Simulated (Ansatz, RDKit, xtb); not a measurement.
**C5H6BNO: which of the isomers drawn lies lowest?**

A sample of isomers of C5H6BNO is drawn. Aim: find which of them has the lowest free energy at 298.15 K, then its properties. The sample is small against all isomers, and the most stable one of this formula need not be in it.

Plan: many cheap relaxations first (GFN2-xTB), then density-functional screening, relaxation at B3LYP-D3(BJ)/def2-SVP, vibrations (at GFN2-xTB) and a final energy. The numbers are computed, not measured.

## Step 1: Possible bonding patterns

Isomers were taken from a list of plausible structures; this is a sample, not all of them. That gives 6 candidates.

```
label         SMILES     spin
 c034    Bc1ocnc1C=C  singlet
 c172  Bc1ncc(C=C)o1  singlet
 c195  Bc1coc(C=C)n1  singlet
 c611    Bc1ncoc1C=C  singlet
 c757  Bc1nc(C=C)co1  singlet
 c814  Bc1cnc(C=C)o1  singlet
```

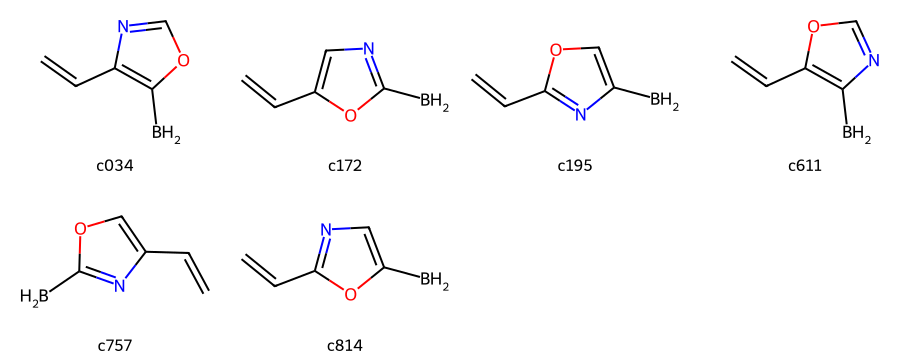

Structural formulas of the candidates.

Candidates are built by distance geometry, with a force field where one applies, in up to four conformers (letters a to d).

## Step 2: Search with GFN2-xTB

All 12 starts are relaxed the same way. One of them, c195a (taken from a list of positional isomers, embedded by distance geometry and UFF), in full:

Input file start.xyz:

```xyz
14
c195a
C     -0.945317    -0.577439     3.956415
C      0.195260    -1.356636     3.744751
C     -0.768477    -1.125574     1.892651
C     -1.083632    -1.266669     0.479173
C     -0.333963    -1.978659    -0.331820
B     -1.422017     0.045751     5.275446
N     -1.536812    -0.424871     2.769868
O      0.271588    -1.714647     2.522853
H     -0.830589    -0.110081     6.263543
H     -2.400785     0.717956     5.302871
H      0.872690    -1.674229     4.541158
H     -1.924268    -0.764348     0.054699
H     -0.517650    -2.030561    -1.368644
H      0.571875    -2.483538     0.025631
```

Launch:

```console
$ xtb start.xyz --gfn 2 --opt
```

What it wrote, shortened:

```text
* xtb version 6.7.1
[...]
          :  # basis functions                  38          :
[...]
          :  # electrons                        40          :
[...]
          :  Hamiltonian                  GFN2-xTB          :
[...]
          :  net charge                          0          :
          :  unpaired electrons                  0          :
[...]
   *** convergence criteria satisfied after 13 iterations ***
[...]
   *** GEOMETRY OPTIMIZATION CONVERGED AFTER 8 ITERATIONS ***
[...]
   *** convergence criteria satisfied after 3 iterations ***
[...]
         ::                     SUMMARY                     ::
         :::::::::::::::::::::::::::::::::::::::::::::::::::::
         :: total energy             -21.946982190089 Eh    ::
         :: gradient norm              0.000678295722 Eh/a0 ::
         :: HOMO-LUMO gap              3.067896813179 eV    ::
         ::.................................................::
         :: SCC energy               -22.250852122969 Eh    ::
         :: -> isotropic ES            0.036493685619 Eh    ::
         :: -> anisotropic ES          0.006869971714 Eh    ::
         :: -> anisotropic XC          0.010911997793 Eh    ::
         :: -> dispersion             -0.009531053010 Eh    ::
         :: repulsion energy           0.303869932881 Eh    ::
         :: add. restraining           0.000000000000 Eh    ::
         :: total charge              -0.000000000000 e     ::
         :::::::::::::::::::::::::::::::::::::::::::::::::::::
[...]
        20        2.0000           -0.3928246             -10.6893 (HOMO)
        21                         -0.2800815              -7.6214 (LUMO)
[...]
     #   Z          covCN         q      C6AA      α(0)
     1   6 C        3.020    -0.017    28.410     8.743
     2   6 C        3.066     0.083    26.079     8.374
     3   6 C        3.198     0.212    23.076     7.830
     4   6 C        2.889    -0.042    29.049     8.836
     5   6 C        2.842    -0.075    29.863     8.956
     6   5 B        2.785     0.225    17.939     7.081
     7   7 N        1.902    -0.269    27.833     7.822
     8   8 O        1.724    -0.193    17.227     5.604
     9   1 H        0.940    -0.092     5.268     3.588
    10   1 H        0.941    -0.067     4.536     3.330
    11   1 H        0.926     0.054     2.275     2.359
    12   1 H        0.926     0.068     2.107     2.270
    13   1 H        0.926     0.054     2.266     2.354
    14   1 H        0.926     0.060     2.204     2.321
[...]
molecular dipole:
                 x           y           z       tot (Debye)
 q only:        0.238      -0.217      -0.246
   full:        0.678      -0.526      -0.293       2.306
molecular quadrupole (traceless):
[...]
          | TOTAL ENERGY              -21.946982190089 Eh   |
          | GRADIENT NORM               0.000678295722 Eh/α |
          | HOMO-LUMO GAP               3.067896813179 eV   |
           -------------------------------------------------
[...]
```

Wall time 0.083 s (2 threads of Intel Xeon Platinum 8375C at 2.90GHz (Ice Lake), shared host).

## Step 3: What the search left

12 of the 12 relaxations converged. 12 distinct structures remain:

```csv
label,start,SMILES after,spin,energy (kcal/mol)
c814b,drawn,Bc1cnc(C=C)o1,singlet,0.0
c814a,drawn,Bc1cnc(C=C)o1,singlet,0.0
c034a,drawn,Bc1ocnc1C=C,singlet,0.9
c034b,drawn,Bc1ocnc1C=C,singlet,2.5
c172a,drawn,Bc1ncc(C=C)o1,singlet,2.9
c172b,drawn,Bc1ncc(C=C)o1,singlet,3.0
c611a,drawn,Bc1ncoc1C=C,singlet,3.9
c195a,drawn,Bc1coc(C=C)n1,singlet,4.5
c195b,drawn,Bc1coc(C=C)n1,singlet,4.6
c757a,drawn,Bc1nc(C=C)co1,singlet,4.6
c757b,drawn,Bc1nc(C=C)co1,singlet,4.8
c611b,drawn,Bc1ncoc1C=C,singlet,5.5
```

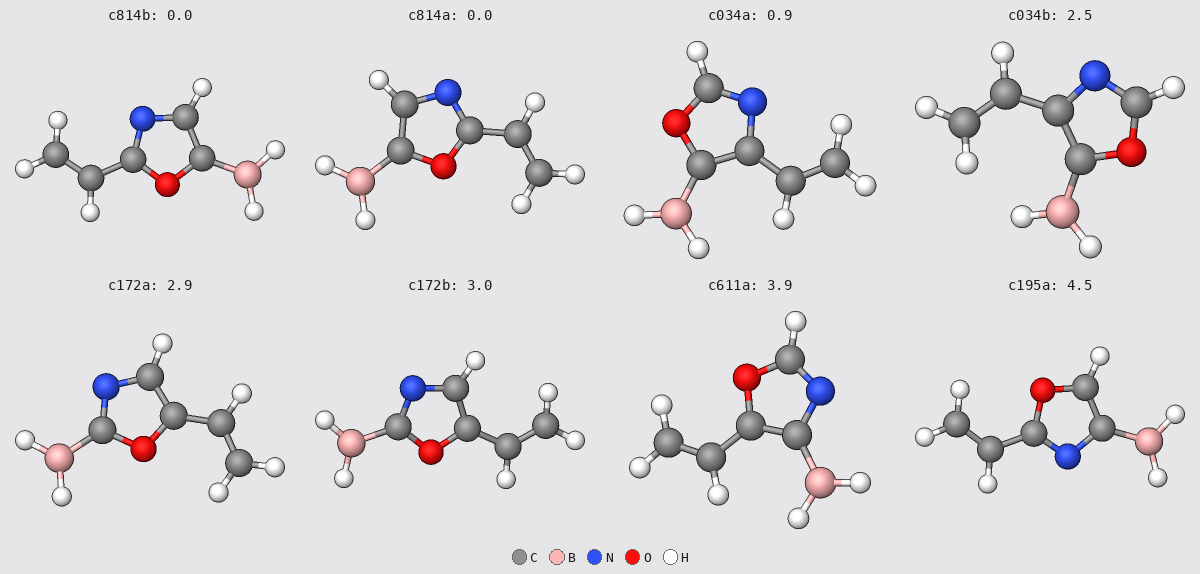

The 8 lowest minima that did not fall apart, with their GFN2-xTB energies in kcal/mol.

## Step 4: Second filter: single points

A choice of the minima (the low ones first, few conformers of a pattern, up to a cap) and the lowest that fell apart get a single point at r2SCAN-D4/def2-SVP on the tight-binding geometry, and one at HF/STO-3G for comparison. The lowest singlets are also tried as triplets at the same geometry (label ending in t). The first, c814b:

Input file input.yaml:

```yaml
basis:
  gaussian: {orbitals: def2-SVP}
crystal:
  periodic: [false, false, false]
  atoms:
    - {symbol: C, position_ang: [-0.859394, -0.476472, 3.958038]}
    - {symbol: C, position_ang: [0.370766, -0.208634, 3.375133]}
    - {symbol: C, position_ang: [-0.730721, -1.333040, 1.972019]}
    - {symbol: C, position_ang: [-1.165355, -2.058248, 0.805445]}
    - {symbol: C, position_ang: [-0.396052, -2.216076, -0.266613]}
    - {symbol: B, position_ang: [-1.449216, -0.112516, 5.310267]}
    - {symbol: N, position_ang: [0.433475, -0.746436, 2.144257]}
    - {symbol: O, position_ang: [-1.544751, -1.204560, 3.022647]}
    - {symbol: H, position_ang: [-2.529624, -0.457176, 5.585326]}
    - {symbol: H, position_ang: [-0.795610, 0.511220, 6.048551]}
    - {symbol: H, position_ang: [1.195270, 0.338961, 3.785274]}
    - {symbol: H, position_ang: [-2.164967, -2.464706, 0.867363]}
    - {symbol: H, position_ang: [-0.733723, -2.760624, -1.130655]}
    - {symbol: H, position_ang: [0.594744, -1.796824, -0.292476]}
output: {orbitals: {seedname: orbitals}}
scf: {lower_state_search: "off"}
hamiltonian: {xc: {name: r2SCAN}, dispersion: d4}
```

Launch:

```console
$ ansatz run input.yaml --threads 2 --pin off --max-ram 5220MiB --events-out events.jsonl --progress --plain --runs-dir runs
```

What it wrote, shortened:

```text
Warning: RAYON_NUM_THREADS=2 ignored (pool sized by the plan → 2); use --threads N
Functional definition: r2SCAN
  name "r2SCAN"
[...]
1607 factors; their error is unknown
[...]
mean field -9482.17322929 eV, -348.4634389284 hartree, gradient 8.3e-6 eV, S^2 0.000000; 0 other end points of the search recorded, 0 dependent functions left out
reference -9482.17324094 eV, -348.4634393568 hartree; 28, 28 occupied and 114, 114 virtual orbitals, 1607 factors
Total energy: -9482.26314102 eV, -348.4667431236 hartree
Checks for a lower state left out: stability, starts, cluster_reference, orbital_swaps, neighbouring_geometries, increment
```

It took 2.3 s on 2 threads of Intel Xeon Platinum 8375C at 2.90GHz (Ice Lake), shared host.

Relative energies in kcal/mol, each column from its lowest structure that stays in one piece:

```
 label         SMILES     spin  GFN2-xTB  HF/STO-3G  r2SCAN-D4/def2-SVP
 c814a  Bc1cnc(C=C)o1  singlet       0.0        0.0                 0.0
 c814b  Bc1cnc(C=C)o1  singlet       0.0        0.0                 0.0
 c034a    Bc1ocnc1C=C  singlet       0.9        1.5                 0.9
 c172a  Bc1ncc(C=C)o1  singlet       2.9        2.7                 4.4
 c034b    Bc1ocnc1C=C  singlet       2.5        4.3                 4.5
 c611a    Bc1ncoc1C=C  singlet       3.9        3.0                 5.0
 c195a  Bc1coc(C=C)n1  singlet       4.5        3.2                 5.6
 c172b  Bc1ncc(C=C)o1  singlet       3.0        3.2                 5.6
 c195b  Bc1coc(C=C)n1  singlet       4.6        3.1                 6.2
 c757a  Bc1nc(C=C)co1  singlet       4.6        4.3                 6.7
 c757b  Bc1nc(C=C)co1  singlet       4.8        4.8                 8.1
 c611b    Bc1ncoc1C=C  singlet       5.5        5.9                 8.3
c814at  Bc1cnc(C=C)o1  triplet         –          –                58.8
c034at    Bc1ocnc1C=C  triplet         –          –                60.0
```

## Step 5: Refinement at B3LYP-D3(BJ)/def2-SVP

6 candidates are relaxed at B3LYP-D3(BJ)/def2-SVP (chosen among the lowest in one piece, one conformer a pattern). The first, c814a:

Input file input.yaml:

```yaml
basis:
  gaussian: {orbitals: def2-SVP}
crystal:
  periodic: [false, false, false]
  atoms:
    - {symbol: C, position_ang: [-1.401532, 1.716376, 0.401032]}
    - {symbol: C, position_ang: [-0.166128, 1.998349, -0.162768]}
    - {symbol: C, position_ang: [0.045168, 0.178869, 0.883964]}
    - {symbol: C, position_ang: [0.592173, -1.027984, 1.449673]}
    - {symbol: C, position_ang: [-0.113168, -1.873999, 2.193841]}
    - {symbol: B, position_ang: [-2.730409, 2.453691, 0.370020]}
    - {symbol: N, position_ang: [0.719141, 1.033870, 0.146557]}
    - {symbol: O, position_ang: [-1.228178, 0.533968, 1.069859]}
    - {symbol: H, position_ang: [-3.653002, 2.012926, 0.932456]}
    - {symbol: H, position_ang: [-2.793075, 3.456063, -0.223754]}
    - {symbol: H, position_ang: [0.113726, 2.838761, -0.765585]}
    - {symbol: H, position_ang: [1.633896, -1.190461, 1.217395]}
    - {symbol: H, position_ang: [0.326712, -2.766726, 2.601926]}
    - {symbol: H, position_ang: [-1.151949, -1.693340, 2.414765]}
hamiltonian: {xc: {name: B3LYP}, dispersion: d3bj}
scf: {lower_state_search: off}
relax: {f_tol: 0.006}
```

Launch:

```console
$ ansatz run input.yaml --threads 2 --pin off --max-ram 5220MiB --events-out events.jsonl --progress --plain --runs-dir runs
```

What it wrote, shortened:

```text
Warning: RAYON_NUM_THREADS=2 ignored (pool sized by the plan → 2); use --threads N
[...]
Functional definition: B3LYP
  name "B3LYP"
[...]
1637 factors; integrals over basis functions are off by at most 3.2e-4 eV
[...]
mean field -9487.84875494 eV, -348.6720106493 hartree, gradient 5.9e-6 eV, S^2 0.000000; 0 other end points of the search recorded, 0 dependent functions left out
[...]
reference -9487.84904059 eV, -348.6720211466 hartree; 28, 28 occupied and 114, 114 virtual orbitals, 1637 factors
relax step   1: F+E_penalty+E_count = -9488.40004905 eV  Δ(F+E_penalty+E_count) = +0.000e0 eV  max|allowed force component| = 9.139e-1 eV/Å  Δτ_max = 0.0000 Å  (17 SCF iters, accepted)
[...]
relax step   7: F+E_penalty+E_count = -9488.48532848 eV  Δ(F+E_penalty+E_count) = +1.115e-6 eV  max|allowed force component| = 1.265e-2 eV/Å  Δτ_max = 0.0019 Å  (14 SCF iters, rejected (line search))
[...]
Atom 5 at    -2.730021     2.444248     0.376442 Å, force    -0.000709    -0.000703    -0.001166 eV/Å
Atom 6 at     0.747135     1.044251     0.131460 Å, force    -0.000317    -0.000756     0.000558 eV/Å
Atom 7 at    -1.205737     0.528450     1.066578 Å, force    -0.000380    -0.000661     0.001227 eV/Å
Atom 8 at    -3.683523     1.992759     0.955581 Å, force     0.000138     0.000172     0.000305 eV/Å
Atom 9 at    -2.808920     3.480351    -0.233495 Å, force     0.000106    -0.000027     0.000448 eV/Å
Atom 10 at     0.096247     2.876443    -0.784897 Å, force     0.000219    -0.000285    -0.000095 eV/Å
Atom 11 at     1.649817    -1.219274     1.232179 Å, force     0.000109    -0.000153    -0.000002 eV/Å
Atom 12 at     0.320787    -2.790252     2.617238 Å, force     0.000065     0.000485     0.000523 eV/Å
Atom 13 at    -1.180015    -1.690523     2.419990 Å, force     0.000017     0.000285    -0.000398 eV/Å
Dipole moment:     0.081231    -0.255613     0.130968 e Å
Checks for a lower state left out: stability, starts, cluster_reference, orbital_swaps, neighbouring_geometries, increment
```

Run time: 29 s. Hardware: 2 threads of Intel Xeon Platinum 8375C at 2.90GHz (Ice Lake), shared host.

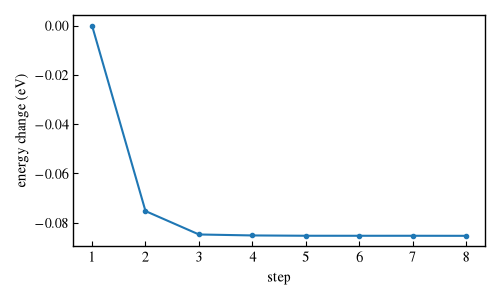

Energy along the run, all evaluated steps.

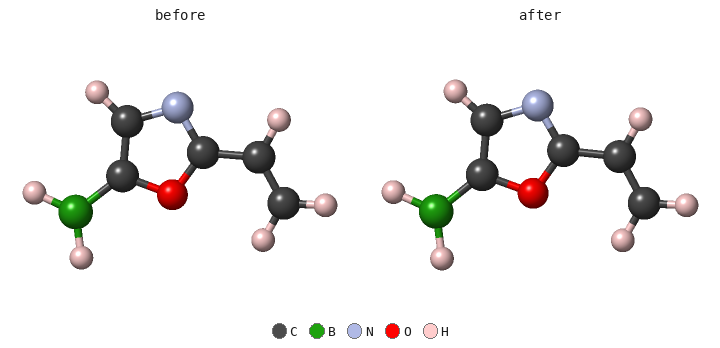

Before and after, at one scale.

After the run. Bond lengths: C1–C2 1.388 Å, C3–C4 1.451 Å, C4–C5 1.341 Å, C1–B6 1.513 Å, C2–N7 1.361 Å, C3–N7 1.320 Å, C1–O8 1.391 Å, C3–O8 1.339 Å, B6–H9 1.203 Å, B6–H10 1.205 Å, C2–H11 1.090 Å, C4–H12 1.092 Å, C5–H13 1.092 Å, C5–H14 1.093 Å. Some angles: C1–C2–N7 111.0°, C2–C1–B6 133.3°, C2–C1–O8 104.5°, B6–C1–O8 122.2°, C3–C4–C5 124.2°, C4–C3–N7 126.2°, C4–C3–O8 120.1°, N7–C3–O8 113.7°, C2–N7–C3 104.4°, C1–O8–C3 106.4°.

## Step 6: After refinement

```
label     spin  r2SCAN-D4/def2-SVP (kcal/mol)  B3LYP-D3(BJ)/def2-SVP, relaxed (kcal/mol)  time
c814a  singlet                            0.0                                        0.0  29 s
c034a  singlet                            0.9                                        0.7  32 s
c611a  singlet                            5.0                                        4.2  35 s
c172a  singlet                            4.4                                        4.4  29 s
c195a  singlet                            5.6                                        5.1  46 s
c757a  singlet                            6.7                                        6.5  31 s
```

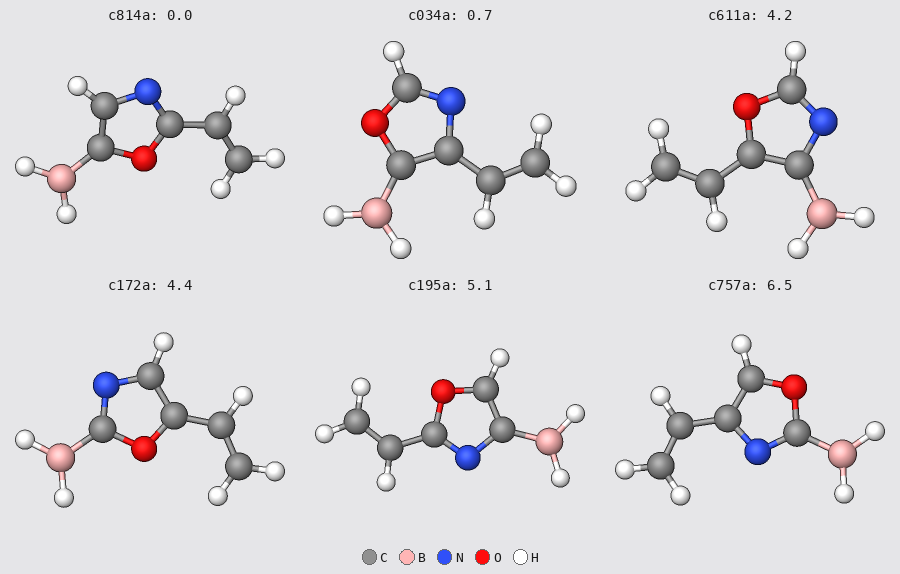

The relaxed structures, with energies at B3LYP-D3(BJ)/def2-SVP in kcal/mol.

## Step 7: Harmonic analysis of the finalists

The lowest few in one piece go on as finalists. In this search the thermal terms come from GFN2-xTB at its own nearest minimum. The first, c814a:

Input file start.xyz:

```xyz
14
c814a
C     -1.396273     1.729538     0.390976
C     -0.159994     2.011267    -0.173582
C      0.074038     0.184133     0.871975
C      0.596108    -1.037192     1.455178
C     -0.126274    -1.883835     2.203758
B     -2.730021     2.444248     0.376442
N      0.747135     1.044251     0.131460
O     -1.205737     0.528450     1.066578
H     -3.683523     1.992759     0.955581
H     -2.808920     3.480351    -0.233495
H      0.096247     2.876443    -0.784897
H      1.649817    -1.219274     1.232179
H      0.320787    -2.790252     2.617238
H     -1.180015    -1.690523     2.419990
```

Launch:

```console
$ xtb start.xyz --gfn 2 --ohess tight
```

What it wrote, shortened:

```text
* xtb version 6.7.1
[...]
          :  # basis functions                  38          :
[...]
          :  # electrons                        40          :
[...]
          :  Hamiltonian                  GFN2-xTB          :
[...]
          :  net charge                          0          :
          :  unpaired electrons                  0          :
[...]
   *** convergence criteria satisfied after 13 iterations ***
[...]
   *** GEOMETRY OPTIMIZATION CONVERGED AFTER 8 ITERATIONS ***
[...]
   *** convergence criteria satisfied after 3 iterations ***
[...]
         ::                     SUMMARY                     ::
         :::::::::::::::::::::::::::::::::::::::::::::::::::::
         :: total energy             -21.954144568797 Eh    ::
         :: gradient norm              0.000241883972 Eh/a0 ::
         :: HOMO-LUMO gap              2.751729167200 eV    ::
         ::.................................................::
         :: SCC energy               -22.257947583039 Eh    ::
         :: -> isotropic ES            0.036835801008 Eh    ::
         :: -> anisotropic ES          0.006063974363 Eh    ::
         :: -> anisotropic XC          0.011071190111 Eh    ::
         :: -> dispersion             -0.009499325037 Eh    ::
         :: repulsion energy           0.303803014242 Eh    ::
         :: add. restraining           0.000000000000 Eh    ::
         :: total charge               0.000000000000 e     ::
         :::::::::::::::::::::::::::::::::::::::::::::::::::::
[...]
        20        2.0000           -0.3976859             -10.8216 (HOMO)
        21                         -0.2965618              -8.0699 (LUMO)
[...]
molecular dipole:
                 x           y           z       tot (Debye)
 q only:       -0.024      -0.344       0.219
   full:       -0.168      -0.390       0.292       1.311
molecular quadrupole (traceless):
[...]
          | TOTAL ENERGY              -21.954144568799 Eh   |
          | TOTAL ENTHALPY            -21.846083264504 Eh   |
          | TOTAL FREE ENERGY         -21.886455106805 Eh   |
          | GRADIENT NORM               0.000241811099 Eh/α |
[...]
```

Wall time 0.35 s (2 threads of Intel Xeon Platinum 8375C at 2.90GHz (Ice Lake), shared host).

## Step 8: Zero-point energy and free-energy terms

As xtb prints them, at 298.15 K, with its own treatment of low modes:

```
label         SMILES     spin  lowest mode (cm⁻¹)  zero-point (kcal/mol)  G − E (kcal/mol)
c814a  Bc1cnc(C=C)o1  singlet                 103                   62.4              42.5
c034a    Bc1ocnc1C=C  singlet                  98                   62.5              42.6
c611a    Bc1ncoc1C=C  singlet                  99                   62.3              42.4
c172a  Bc1ncc(C=C)o1  singlet                 102                   62.3              42.3
c195a  Bc1coc(C=C)n1  singlet                  84                   62.2              42.2
c757a  Bc1nc(C=C)co1  singlet                  99                   62.2              42.2
```

## Step 9: The final energy

Each finalist gets a single point at CCSD(T)/def2-SVP + MP2/def2-TZVPP - MP2/def2-SVP.

c814a, CCSD(T)/def2-SVP:

Input file input.yaml:

```yaml
crystal:
  periodic: [false, false, false]
  atoms:
    - {symbol: C, position_ang: [-1.396273, 1.729538, 0.390976]}
    - {symbol: C, position_ang: [-0.159994, 2.011267, -0.173582]}
    - {symbol: C, position_ang: [0.074038, 0.184133, 0.871975]}
    - {symbol: C, position_ang: [0.596108, -1.037192, 1.455178]}
    - {symbol: C, position_ang: [-0.126274, -1.883835, 2.203758]}
    - {symbol: B, position_ang: [-2.730021, 2.444248, 0.376442]}
    - {symbol: "N", position_ang: [0.747135, 1.044251, 0.131460]}
    - {symbol: O, position_ang: [-1.205737, 0.528450, 1.066578]}
    - {symbol: H, position_ang: [-3.683523, 1.992759, 0.955581]}
    - {symbol: H, position_ang: [-2.808920, 3.480351, -0.233495]}
    - {symbol: H, position_ang: [0.096247, 2.876443, -0.784897]}
    - {symbol: H, position_ang: [1.649817, -1.219274, 1.232179]}
    - {symbol: H, position_ang: [0.320787, -2.790252, 2.617238]}
    - {symbol: H, position_ang: [-1.180015, -1.690523, 2.419990]}
basis:
  gaussian: {orbitals: def2-SVP}
correlation: {method: ccsd_t, frozen_orbitals: {O: 1, "N": 1, H: 0, C: 1, B: 1}}
```

Launch:

```console
$ ansatz run input.yaml --threads 2 --pin off --max-ram 5220MiB --events-out events.jsonl --progress --plain --runs-dir runs
```

What it wrote, shortened:

```text
Warning: RAYON_NUM_THREADS=2 ignored (pool sized by the plan → 2); use --threads N
Functional definition: HF
  name "HF"
[...]
1460 factors; integrals over basis functions are off by at most 1.2e-3 eV
[...]
mean field -9429.45436566 eV, -346.5260564241 hartree, gradient 2.0e-6 eV, S^2 0.000000; 0 other end points of the search recorded, 0 dependent functions left out; unrestricted orbitals would lower it
8 core orbitals not correlated: weight in the atoms' cores, before any rotation towards them, 1.000 or more for the frozen orbitals, at most 0.000 for the correlated occupied ones
reference -9429.45436566 eV, -346.5260564241 hartree; 20, 20 occupied and 114, 114 virtual orbitals, 1460 factors
second order -29.02156973 eV of doubles, -0.00000000 eV of singles
cycle   1  -29.23204578 eV  change   -2.1e-1 eV  update   1.5e-1
[...]
cycle  10  -30.33852911 eV  change    1.6e-6 eV  update   2.7e-5
perturbative correction -1.26298631 eV, -0.0464138908 hartree
Total energy: -9461.05588108 eV, -347.6873906956 hartree
```

Run time: 41 s. Hardware: 2 threads of Intel Xeon Platinum 8375C at 2.90GHz (Ice Lake), shared host; peak memory 1.3 GiB.

[end of part 1 of 2]
